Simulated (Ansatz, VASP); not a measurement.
## Cross-check of Ta (Tantalum) between VASP and Ansatz

Aim: how closely do two programs agree when they are given the same cell, functional and k mesh? The cell comes out of the VASP series on this material, whose earlier steps may have relaxed, scaled or displaced it; both programs get it as it stands.

Main program and level: Ansatz 0.2.0; plane waves, with VASP 6.6.1 beside it; relaxation of cell and atoms at LDA and relaxation of cell and atoms at PBEsol, spin-orbit coupling.

### 1. The starting structure

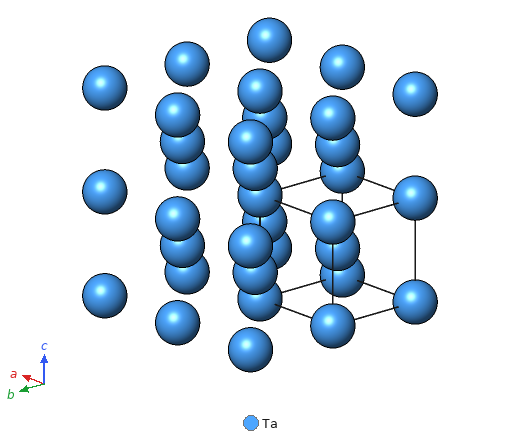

The starting structure, seen from a free direction (tantalum blue). 2×2×2 cells are drawn. This picture shows the conventional cell, with its axes. Some periodic images of atoms are drawn too.

Structure file:

```cif
data_structure
_symmetry_space_group_name_H-M 'P 1'
_symmetry_Int_Tables_number 1
_cell_length_a 2.8205
_cell_length_b 2.8205
_cell_length_c 2.8205
_cell_angle_alpha 109.471
_cell_angle_beta 109.471
_cell_angle_gamma 109.471
_cell_volume 17.27
loop_
_atom_site_label
_atom_site_type_symbol
_atom_site_fract_x
_atom_site_fract_y
_atom_site_fract_z
_atom_site_occupancy
Ta1 Ta 0.00000 0.00000 0.00000 1
```

### 2. Ansatz: relaxation of cell and atoms, LDA

Ansatz runs on its default PAW (the set named soft_2) files.

The relaxed volume is the usual yardstick between codes: its relative difference is about their pressure difference at one cell divided by the bulk modulus.

The input, input.yaml:

```yaml
crystal:
  lattice:
    - [-1.6284389586, 1.6284389586, 1.6284389586]
    - [1.6284389586, -1.6284389586, 1.6284389586]
    - [1.6284389586, 1.6284389586, -1.6284389586]
  atoms:
    - { symbol: Ta, position: [0.0, 0.0, 0.0] }
hamiltonian:
  xc: lda
  pseudopotentials: { kind: paw }
kpoints:
  mp_grid: { grid: [18, 18, 18] }
scf:
  occupations: { method: methfessel_paxton, width: 0.15 }
relax:
  f_tol: 0.01
  max_steps: 60
  cell: { stress_tol: 0.05 }
output:
  forces: true
  stress: true
```

Launch:

```console
> ansatz run input.yaml --threads 4 --pin off --max-ram 9216MiB --backend cpu --events-out ev --progress --plain --runs-dir out
```

Numbers of over 12 decimals in the logs are rounded to 6 here.

Output:

```text
Engine: ansatz 0.2.0, aarch64-unknown-linux-gnu
Pseudopotentials: kind: paw
Pseudopotential: Ta, paw, valence charge 13, recommended cutoff 420 eV (normal), Ta.paw.azcp
Functional definition: SPW92
  exchange = slater_x
  correlation = pw_c
Crystal: 1 atoms, lattice volume = 17.273 Å³
Basis set: ecut = 420 eV, 321 PW (Γ)
Bands: 11, of which v1, the nominal top of the filled ones, is band 7 counted from 1 (6 counted from 0)
Symmetry: 48 space group operations
Space group: Im-3m (ITA 229), of the structure as read, at distance tolerance 2.6e-5 Å
k-points: 195 of 5832
Non-local potential: Ta, projectors of the file, l = 0: 3, l = 1: 2, l = 2: 2, l = 3: 1
PAW form: soft (Blöchl's): semilocal exchange-correlation on the pseudo side does not see the compensation charge
PAW frozen core: Ta, regenerated for the run's functional, and the local potential with it (the file was generated under x = pbe(κ = 0.804, μ = 0.219515), c = pbe(β = 0.066725))
PAW one-centre angular grid: Ta, 590 points (default); XC on 64 Gauss nodes
Initial density: superposition of atomic densities (neutral atoms: chi_scale 0, normalization atom), corrected by the library's trained network
Initial wavefunctions: pseudopotential atomic-orbital guess
Functional: x = slater, c = lda
SCF iter   1: F=—  HF=-9682.613624 eV  |F-HF|=—  |Δ(HF+E_count)|=         —  Δρ=5.01e-3  dr2=3.15e-3  ethr=1.77e-3  ⟨swp⟩=5.1  Hψ=11868  notcnv=0
preconditioner: auto → none  [metal: Δε(μ)=0.010 eV  Ē_g=8.616 eV  σ=0.150 eV  W_gap=0.05  n_scr=0 (ndim 8)  ℏωp=20.0 eV  f_vac=0.000  D(μ)=1.13/eV (n_scr^D=12)]
SCF iter   2: F=—  HF=-9682.612481 eV  |F-HF|=—  |Δ(HF+E_count)|=   1.14e-3  S|Δr|=    0.00e0  Δρ=2.09e-3  dr2=3.28e-4  ethr=2.42e-5  ⟨swp⟩=1.5  Hψ=3965  notcnv=0
SCF iter   3: F=—  HF=-9682.612464 eV  |F-HF|=—  |Δ(HF+E_count)|=   1.72e-5  S|Δr|=    0.00e0  Δρ=4.72e-4  dr2=1.21e-5  ethr=2.53e-6  ⟨swp⟩=1.2  Hψ=2171  notcnv=0
SCF iter   4: F=—  HF=-9682.612464 eV  |F-HF|=—  |Δ(HF+E_count)|=   3.84e-7  S|Δr|=    0.00e0  Δρ=2.12e-5  dr2=3.12e-8  ethr=7.69e-10  ⟨swp⟩=4.1  Hψ=8065  notcnv=0
SCF iter   5: F=-9682.612464 eV  HF=-9682.612464 eV  |F-HF|=2.08e-9  |Δ(HF+E_count)|=   5.60e-9  S|Δr|=    0.00e0  Δρ=4.37e-6  dr2=2.41e-9  ethr=2.40e-10  ⟨swp⟩=2.1  Hψ=7278  notcnv=0
SCF 1 converged in 5 iterations: F = -9682.612464 eV  dr2 = 2.41e-9
  greatest PAW one-centre occupation: 1.000 electrons in one spin orbital (limit 2), on the Ta atom at site 0 (counted from 0), in its partial waves of l = 0
relax step   1: F+E_penalty+E_count = -9682.61246411 eV  Δ(F+E_penalty+E_count) = +0.000e0 eV  max|allowed force component| = 0.000e0 eV/Å  Δτ_max = 0.0000 Å  P = -0.879 GPa  Ω = 17.273 Å³  (5 SCF iters, dr2 threshold 1.00e-7 eV, accepted)
[...]
relax step   2: F+E_penalty+E_count = -9682.61130351 eV  Δ(F+E_penalty+E_count) = +1.161e-3 eV  max|allowed force component| = 0.000e0 eV/Å  Δτ_max = 0.0000 Å  P = +2.477 GPa  Ω = 17.019 Å³  energy of the carried Pulay correction = +6.977e-5 eV  (3 SCF iters, dr2 threshold 1.00e-7 eV, rejected (line search))
[...]
relax step   3: F+E_penalty+E_count = -9682.61267108 eV  Δ(F+E_penalty+E_count) = -2.070e-4 eV  max|allowed force component| = 0.000e0 eV/Å  Δτ_max = 0.0000 Å  P = -0.016 GPa  Ω = 17.206 Å³  energy of the carried Pulay correction = +1.838e-5 eV  (5 SCF iters, accepted)
[...]
relax step   4: F+E_penalty+E_count = -9682.61265335 eV  Δ(F+E_penalty+E_count) = +1.773e-5 eV  max|allowed force component| = 0.000e0 eV/Å  Δτ_max = 0.0000 Å  P = -0.017 GPa  Ω = 17.206 Å³  stress off target by 1.72e-2 GPa  SCF on the basis re-selected at this cell (its energy is not comparable with the rows above)  (3 SCF iters)
basis re-selected at this cell: Δ(F+E_penalty+E_count) = +1.773e-5 eV, ΔP = -0.001 GPa vs the last step (what re-selecting the basis moved, of the pressure what is left beyond the Pulay correction that the steps carried, after the strain that the cell walked since its last selection, with what the two solves' SCF thresholds leave and, on support functions, any second-order correction that the steps lacked; it is no measure of the basis error at this ecutwfc). This SCF's stress stands 1.72e-2 GPa from its target on what of the cell is left free (relax.cell.stress_tol is 5.00e-2 GPa) and its largest allowed force component is 0.00e0 eV/Å (relax.f_tol is 1.00e-2 eV/Å): [rest of the remark cut]
SCF converged after 3 iterations
Stability not checked: this state was not tested for a lower state beside it, because cold or Methfessel-Paxton smearing, or corrected tetrahedra, fill the levels in a way that the test cannot read (fill_not_monotonic; see scf.lower_state_search)
Free energy (F): -9682.612653 eV
Harris-Foulkes:  -9682.612653 eV  (|F-HF|=5.46e-12)
Internal energy: -9682.613398 eV  (E = F + TS)
E sigma→0 (E₀):  -9682.612840 eV
Entropy (-TS):   0.000745 eV (0.745 meV/atom)
Fermi energy:    19.273563 eV
--- Per-component energies (eV) ---
  E_band       = -94.490053
  E_kinetic    = 368.016454
  E_local      = -527.656904  (includes V_loc(G=0)·N_el)
  E_nonlocal   = 21.186576
  E_hartree    = 183.624383
  E_xc         = -217.427102
  E_vxc        = -204.829140  (∫ρ·V_xc dr)
  E_paw        = -8149.228683  (= ΣΔE_a)
  E_vpaw       = -118.455925  (= ΣTr[D̂ρ^β])
  E_aug_tail   = 0.000133  (compensation charges beyond the density's cutoff)
  E_ewald      = -1361.387158
  E_core_change = 0.258903  (= ΣΔE_core)
  E_smearing   = 0.000745  (= −TS)
  E_closure    = -0.000000  (closes the sum)
  Σ components = -9682.612653   (vs F -9682.612653, Δ=0.00e0)
--- Forces (eV/Å), atoms counted from 1 ---
  atom   1  Ta     0.00000000    -0.00000000     0.00000000
  max |Σ_I F_I| component: 1.15e-31 eV/Å
--- Stress (GPa, compression-positive) ---
       -0.017195       0.000000      -0.000000
        0.000000      -0.017195       0.000000
       -0.000000       0.000000      -0.017195
  P = ⅓ Tr σ = -0.0172 GPa (-0.172 kbar)
--- Relaxed structure (3 steps of the walk, 2 accepted, 1 SCFs on fresh bases) ---
  F+E_penalty+E_count = -9682.61265335 eV   max|allowed force component| = 0.000e0 eV/Å   (the final SCF, on the basis selected at the relaxed cell)
  cell:  # Å, volume = 17.2060 Å³
    - [-1.626323, 1.626323, 1.626323]
    - [1.626323, -1.626323, 1.626323]
    - [1.626323, 1.626323, -1.626323]
  atoms:
    - { symbol: Ta, position: [0.0, 0.0, 0.0] }
```

Elapsed: 1.6 s, on 4 threads of Arm Neoverse V2, shared host; peak memory 0.32 GiB; 5.4 s of CPU time.

### 3. VASP: relaxation of cell and atoms, LDA

The same cell, functional (in two slightly different forms), mesh and smearing now go to VASP, with its own data sets and cutoff.

Lines of VASP's logs that name or quote its potential files are left out, and so is its time.

The input, INCAR:

```
SYSTEM = Ta
PREC = Accurate
ENCUT = 450
EDIFF = 1E-06
NELM = 100
ISMEAR = 1
SIGMA = 0.15
LREAL = .FALSE.
ALGO = Normal
GGA = CA
NBANDS = 11
LORBIT = 11
LWAVE = .FALSE.
LCHARG = .FALSE.
KPAR = 4
IBRION = 2
NSW = 50
ISIF = 3
EDIFFG = -0.006
```

The input, POSCAR:

```
Ta
1.0
   -1.6284389586      1.6284389586      1.6284389586
    1.6284389586     -1.6284389586      1.6284389586
    1.6284389586      1.6284389586     -1.6284389586
Ta
1
Direct
    0.0000000000      0.0000000000      0.0000000000
```

The input, KPOINTS:

```
Automatic mesh
0
Gamma
18 18 18
0 0 0
```

Potentials, in the order of the species: Ta_pv (LDA family, release 64).

Launch:

```console
> mpirun -np 4 vasp_std
```

Output:

```text
[banner, memory and clock lines left out]
running    4 mpi-ranks, on    1 nodes
 distrk:  each k-point on    1 cores,    4 groups
 distr:  one band on    1 cores,    1 groups

 POSCAR found type information on POSCAR Ta
 POSCAR found :  1 types and       1 ions
 LDA part: xc-table for (Slater(with rela. corr.)+CA(PZ))
 , standard interpolation
 POSCAR, INCAR and KPOINTS ok, starting setup
 FFT: planning ... GRIDC
 FFT: planning ... GRID_SOFT
 FFT: planning ... GRID
 WAVECAR not read
 entering main loop
       N       E                     dE             d eps       ncg     rms          rms(c)
DAV:   1     0.523773567764E+02    0.52377E+02   -0.57919E+03  4301   0.860E+02
DAV:   2    -0.123977197863E+02   -0.64775E+02   -0.63233E+02  4739   0.235E+02
DAV:   3    -0.132913689914E+02   -0.89365E+00   -0.88305E+00  5254   0.267E+01
DAV:   4    -0.132941651535E+02   -0.27962E-02   -0.27956E-02  4748   0.159E+00
DAV:   5    -0.132941753892E+02   -0.10236E-04   -0.10236E-04  5042   0.936E-02    0.145E+01
DAV:   6    -0.129402391576E+02    0.35394E+00   -0.30595E-01  4881   0.591E+00    0.706E+00
DAV:   7    -0.128316159768E+02    0.10862E+00   -0.26243E-01  4869   0.504E+00    0.350E-01
DAV:   8    -0.128298578403E+02    0.17581E-02   -0.71928E-03  5014   0.743E-01    0.537E-02
DAV:   9    -0.128298508691E+02    0.69712E-05   -0.56920E-05  4919   0.724E-02    0.230E-02
DAV:  10    -0.128298503781E+02    0.49092E-06   -0.38185E-06  4864   0.217E-02
   1 F= -.12829850E+02 E0= -.12830070E+02  d E =-.128299E+02
 curvature:   0.00 expect dE= 0.000E+00 dE for cont linesearch  0.000E+00
 trial: gam= 0.00000 g(F)=  0.152E-62 g(S)=  0.570E-06 ort = 0.000E+00 (trialstep = 0.100E+01)
 search vector abs. value=  0.570E-06
 reached required accuracy - stopping structural energy minimisation
```

From OUTCAR (step 3):

```text
ion  position               nearest neighbor table
   1  0.000  0.000  0.000-

  LATTYP: Found a body centered cubic cell.
 ALAT       =     3.2568779172

 Subroutine GETGRP returns: Found 48 space group operations
 (whereof 48 operations were pure point group operations)

The static configuration has the point symmetry O_h .

 Found    195 irreducible k-points:

   k-points           NKPTS =    195   k-points in BZ     NKDIM =    195   number of bands    NBANDS=     11

   dimension x,y,z NGX =    20 NGY =   20 NGZ =   20
   dimension x,y,z NGXF=    40 NGYF=   40 NGZF=   40

   ENCUT  =  450.0 eV  33.07 Ry    5.75 a.u.   4.88  4.88  4.88*2*pi/ulx,y,z

   NELECT =      11.0000    total number of electrons

 k-points in reciprocal lattice and weights: Automatic mesh
   0.00000000  0.00000000  0.00000000       0.000
   0.05555556  0.00000000  0.00000000       0.002
   0.11111111  0.00000000  0.00000000       0.002
   0.16666667  0.00000000  0.00000000       0.002
   0.22222222  0.00000000  0.00000000       0.002
   0.27777778  0.00000000  0.00000000       0.002
   0.33333333  0.00000000  0.00000000       0.002
   0.38888889  0.00000000  0.00000000       0.002
   0.44444444  0.00000000  0.00000000       0.002
[...]
0.50000000  0.50000000  0.44444444       0.002
   0.50000000  0.50000000  0.50000000       0.000

 average (electrostatic) potential at core
       1 -36.3680

 E-fermi :   5.7457

 k-point     1 :       0.0000    0.0000    0.0000
  band No.  band energies     occupation
      1     -26.9835      2.00000
      2     -26.9835      2.00000
      3     -26.9835      2.00000
      4      -2.2464      2.00000
      5       6.4191     -0.00000
      6       6.4191     -0.00000
      7       6.4191     -0.00000
      8       9.8292      0.00000
      9       9.8292      0.00000
    ...

 k-point     2 :       0.0556    0.0000    0.0000
  band No.  band energies     occupation
      1     -27.0290      2.00000
      2     -26.9973      2.00000
      3     -26.9838      2.00000
      4      -2.0995      2.00000
      5       6.3238     -0.00000
      6       6.3939     -0.00000
      7       6.5626     -0.00000
      8       9.6704      0.00000
      9       9.8291      0.00000
    ...

 k-point     3 :       0.1111    0.0000    0.0000
  band No.  band energies     occupation
      1     -27.1585      2.00000
      2     -27.0368      2.00000
      3     -26.9846      2.00000
      4      -1.6756      2.00000
      5       6.0618     -0.01113
      6       6.2861     -0.00000
      7       6.9885     -0.00000
      8       9.3401      0.00000
      9       9.8369      0.00000
    ...

  Total        0.0019837      0.0019837      0.0019837      0.0000000     -0.0000000     -0.0000000
  in kB        0.1839994      0.1839994      0.1839994      0.0000000     -0.0000000     -0.0000000
  external PRESSURE =       0.1839994 kB  Pullay stress =       0.0000000 kB

  energy-cutoff  :      450.00
  volume of cell :       17.27
      direct lattice vectors                 reciprocal lattice vectors
    -1.628438959  1.628438959  1.628438959     0.000000000  0.307042519  0.307042519
     1.628438959 -1.628438959  1.628438959     0.307042519  0.000000000  0.307042519
     1.628438959  1.628438959 -1.628438959     0.307042519  0.307042519  0.000000000

 POSITION                                       TOTAL-FORCE (eV/Angst)
 -----------------------------------------------------------------------------------
      0.00000      0.00000      0.00000         0.000000      0.000000      0.000000
 -----------------------------------------------------------------------------------
    total drift:                                0.000000     -0.000000      0.000000

  FREE ENERGIE OF THE ION-ELECTRON SYSTEM (eV)
  ---------------------------------------------------
  free  energy   TOTEN  =       -12.8298503781 eV

  energy  without entropy=      -12.8305099169  energy(sigma->0) =      -12.83007022

 reached required accuracy - stopping structural energy minimisation

 total charge
# of ion       s       p       d       tot
------------------------------------------
    1        0.381   6.171   2.487   9.039

[... 3 further parts left out ...]
```

### 4. Differences

Known differences besides the PAW data sets themselves: the two LDA forms differ slightly; both relaxations stop at a tolerance, which leaves soft axes loose, and VASP keeps its plane-wave basis; the data sets hold 13 valence electrons in Ansatz (default PAW (the set named soft_2) files) and 11 in VASP; the cutoff is 420 eV in Ansatz and 450 eV in VASP; Ansatz makes its cores anew for this functional, VASP keeps those of its LDA data sets; Ansatz adds a Pulay correction to the stress that steers its cell, VASP none. Total energies have different zeros and are not compared.

The two programs side by side:

```
                                         quantity  Ansatz   VASP  difference
                                      volume (Å³)   17.21  17.27     -0.39 %
edge a after relaxation, in the typed setting (Å)   2.817  2.821     -0.13 %
```

The walks stopped with -0.02 GPa left in Ansatz and 0.02 GPa in VASP; each walk ends within a tolerance, so the volume difference is uncertain by about these residues over the bulk modulus, most in soft cells.

[end of part 1 of 2]

[Lines on the potential files, build, host, timing and source positions are cut from VASP's logs without a mark.]

[Logs are printed without paths, hosts, clocks, repeated set-up lines and the standing remarks that a program may print on its own settings, such as how far it seeks lower states.]

[Hosts, paths, dates, database ids (printed as entryN), source tags and the programs' standing remarks are cut or masked in the printed files.]
